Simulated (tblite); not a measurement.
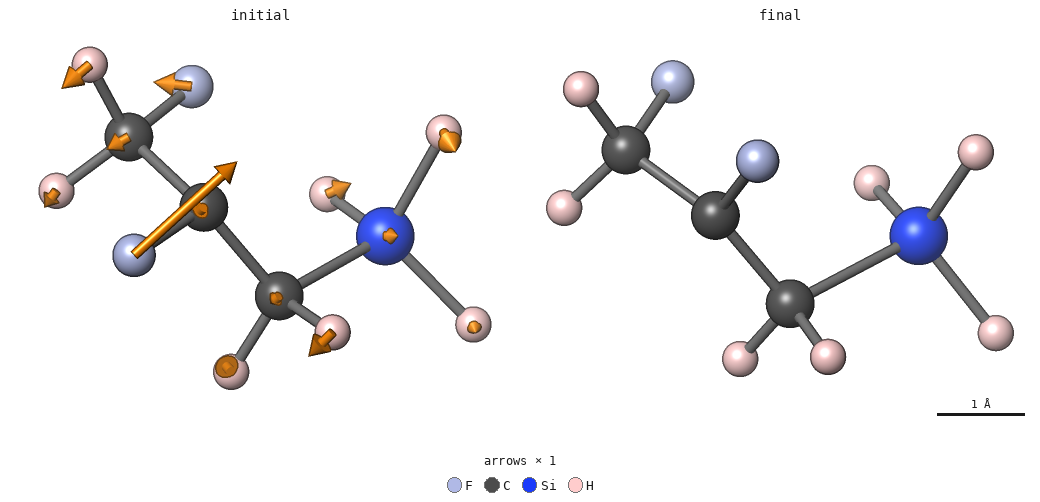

The structure of C$_{3}$H$_{7}$F$_{2}$Si (multiplicity 2) before (left) and after (right) a relaxation, at one scale. The orange arrows give the displacements, at their true length.

A ball-and-stick model, seen from a free direction.

These are results of tblite 0.8.0, GFN2-xTB geometry optimisation, gas phase, not measurements. 

Question: Describe what moved and what it gained.

Answer: An F atom moves most after the best rigid fit: 1.61 Å. By element the largest moves are F 1.61 Å, H 0.48 Å, C 0.31 Å, Si 0.19 Å. Some distances before and after: C–Si 1.858 → 1.955 Å, C–C 1.516 → 1.471 Å, C–H 1.127 → 1.090 Å, C–C 1.489 → 1.454 Å. Among the angles between lasting bonds that change: C–C–C 115.2° → 125.1°, F–C–H 112.1° → 104.6°, H–Si–H 105.6° → 112.9°. The energy falls by 0.602 eV in 101 geometry steps.
